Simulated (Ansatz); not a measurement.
```xyz
14

C    -0.9568    1.0826   -1.0384
Si   -0.3388   -0.0146    0.3489
C     1.2394    0.6841    1.0778
C    -0.0513   -1.7567   -0.2776
H    -1.8881    0.6972   -1.4609
H    -1.1459    2.0987   -0.6831
H    -0.2216    1.1413   -1.8459
H    -1.3795   -0.0593    1.4204
H     2.0290    0.7335    0.3228
H     1.6018    0.0635    1.9012
H     1.0818    1.6941    1.4643
H    -0.9688   -2.1840   -0.6898
H     0.7069   -1.7673   -1.0657
H     0.2919   -2.4131    0.5260
```

Geometry: PBE0-D4/def2-TZVP.

All numbers below come from isolated molecule in a Gaussian basis; Hartree-Fock in Ansatz 0.2.0.

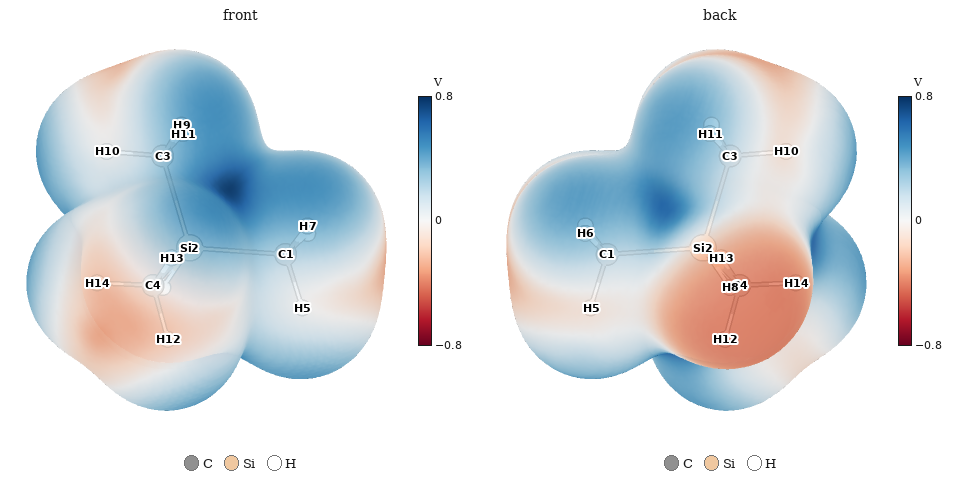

C₃H₁₀Si. The molecular electrostatic potential painted on the density surface at 0.001 e/bohr³, seen from the front and from behind; red is negative and blue positive.

Question: Where is the surface potential most negative and most positive?

Answer: The most negative region (about −0.4 V) lies over H8, the most positive (about +0.7 V) over Si2.
